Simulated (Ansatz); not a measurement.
**FGeH3···H2O···HF: density, localisation and related maps**

Input

```
crystal:
  periodic: [false, false, false]
  atoms:
    - {symbol: Ge, position_ang: [-0.631902, -1.090077, -0.933751]}
    - {symbol: F, position_ang: [1.074421, -0.857643, -0.484795]}
    - {symbol: H, position_ang: [-0.520668, -2.237878, -1.949024]}
    - {symbol: H, position_ang: [-1.360973, -1.518727, 0.335851]}
    - {symbol: H, position_ang: [-1.095658, 0.214439, -1.570550]}
    - {symbol: H, position_ang: [0.230636, 1.527539, 0.990294]}
    - {symbol: O, position_ang: [-0.680086, 1.202659, 1.017835]}
    - {symbol: H, position_ang: [1.801163, 0.425472, 0.125987]}
    - {symbol: F, position_ang: [2.062874, 1.242953, 0.518726]}
    - {symbol: H, position_ang: [-0.879706, 1.091164, 1.949527]}
basis:
  gaussian: {orbitals: def2-TZVPP}
hamiltonian: {xc: pbe0, dispersion: d4}
output: {orbitals: {seedname: orbitals}}
```

Launched as:

```sh
ansatz run in.yaml --threads 8 --pin off --events-out ev --progress --plain --max-ram 19148MiB
```

The reactant side of a reaction path; geometry: PBE0-D4/def2-TZVP; a saddle point, not a minimum.

All numbers below come from RKS PBE0-D4/def2-TZVPP (Ansatz 0.2.0).

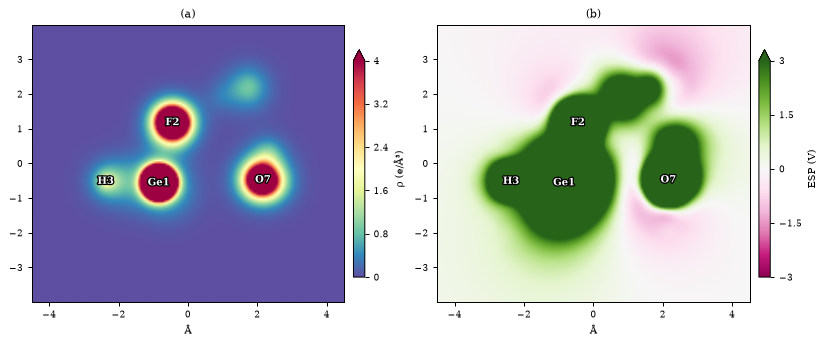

Figure 1. (a) total electron density; (b) electrostatic potential on the plane of atoms F2, Ge1 and H3.

### Read the bonding off the picture.

Atoms in the plane: Ge, F, H and O. Ge–F (1.78 Å): ρ at the midpoint is about 0.87 e/Å³. Ge–H (1.54 Å): the density is about 1.1 e/Å³ at the midpoint. Outside the dense part of the complex the potential is most negative (−1.4 V) near F9, which lies off the plane.

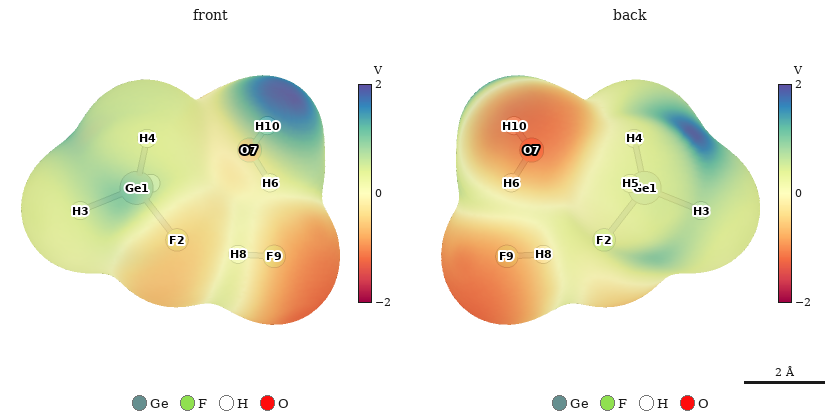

Figure 2. The molecular electrostatic potential painted on the density surface at 0.001 e/bohr³, seen from the front and from behind; the colour scale runs from red (negative) to blue (positive).

### Which sites attract a positive test charge, and which a negative one?

A positive charge is drawn to the negative regions and a negative charge to the positive ones. The most negative region (about −1.2 V) lies over O7 and F9, the most positive (about +1.9 V) over Ge1 and H10.

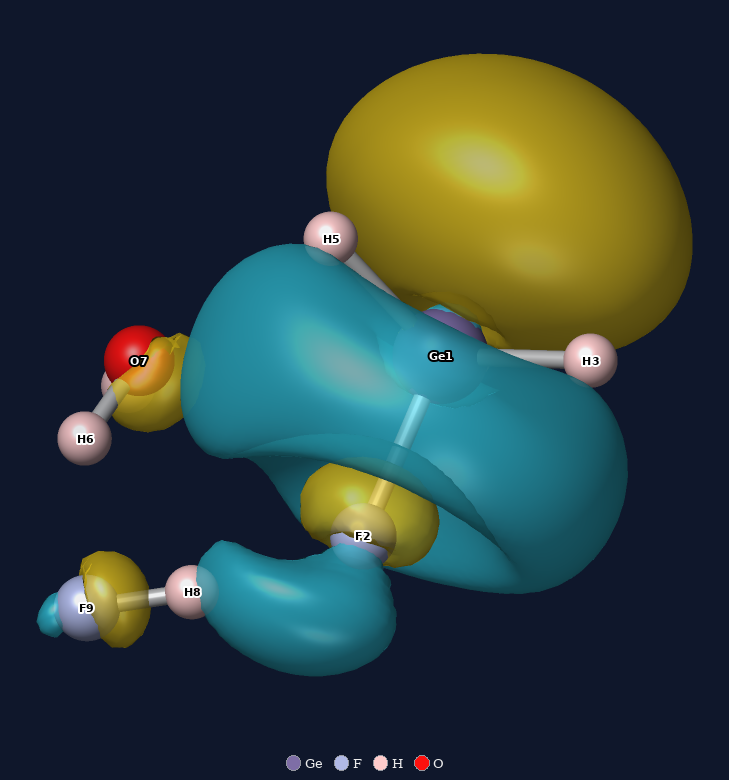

Figure 3. One frontier orbital at ±0.08 Å⁻³ᐟ² (yellow and cyan are the two phases), seen at an oblique angle.

### Which orbital is it: HOMO or LUMO?

The LUMO, at −0.48 eV. Its weight (Hirshfeld) is mainly on Ge1 (about 65 %) and F2 (about 10 %).
